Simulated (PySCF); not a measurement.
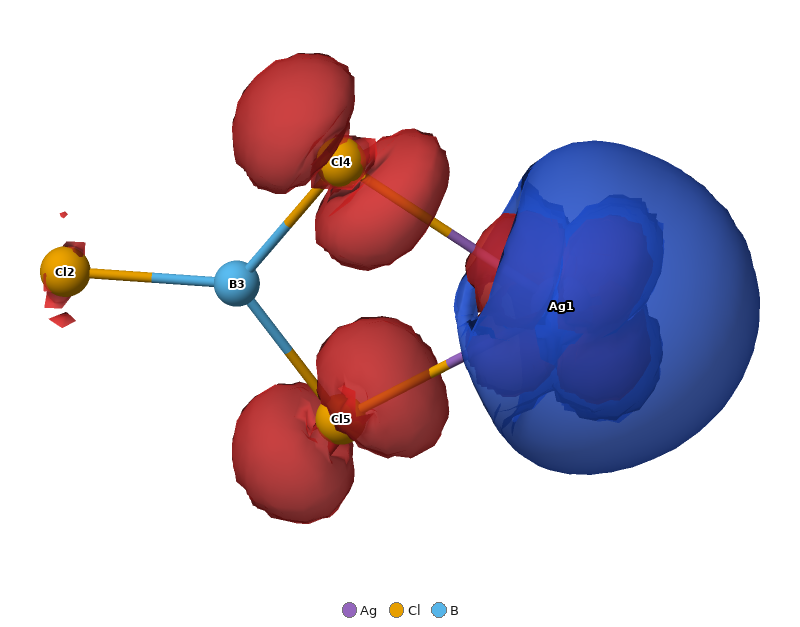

*AgBCl$_{3}$, charge +1, SMILES `[Ag+].ClB(Cl)Cl`. Unrelaxed difference density of S₁ less the ground state (TDA singlet states), ±0.02 e/Å³; blue: gain, red: loss.*

Method: BHandHLYP/def2-SVP; geometry: GFN2-xTB; program: PySCF. Core potentials replace the inner electrons of Ag; spin–orbit coupling isn't included. This is a single-reference result, which may miss multireference character in this system. The pair's geometry is semi-empirical, so its contact may be too short or too long. GFN2-xTB bond lengths at metals and heavier atoms can be off by up to 0.1 Å and shapes distorted, which carries into these values. Without diffuse functions Rydberg states are missing, so the states' numbers hold for this basis only.

Geometry (Å), atoms numbered from 1:

```
Ag1     -1.6451    0.0000    0.0000
Cl2      3.1441    0.0000    0.0000
B3       1.4885   -0.0001    0.0000
Cl4      0.4832   -1.4523    0.0000
Cl5      0.4832    1.4523    0.0000
```

### How does the charge move on excitation?

0.74 e is displaced in all, of which about 0.3 e passes between atoms: Cl4 and Cl5 (0.13 e each) lose electrons and Ag1 (0.29 e) gains them. The state: 5.05 eV (245 nm), f = 0.000 (very weak), metal-centred; the leading pair carries 99 %; hole on Ag1 (59 %) and Cl4 and Cl5 (18 % each), electron on Ag1 (87 %) and Cl4 and Cl5 (5 % each); their centroids lie 1.2 Å apart.

Cost of the run: 2.8 min on 1 thread of Arm Neoverse V2 (shared host), peak memory 0.56 GiB.
